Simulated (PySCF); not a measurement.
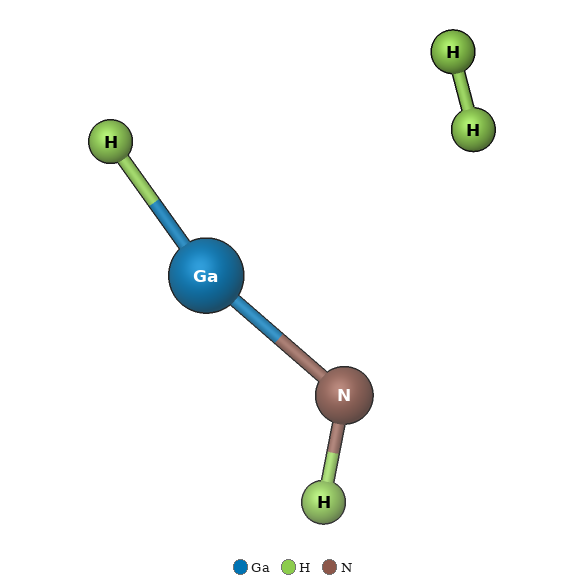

All atoms lie in one plane, which faces the viewer. Computed geometry: PBE0-D4/def2-TZVP optimisation. No frequency run is at hand to confirm it as a minimum.

**List the symmetry elements and name the point group.**

It has 1 mirror plane, so the point group is Cs. The group has 2 operations. The geometry is achiral, and symmetry allows a dipole moment.
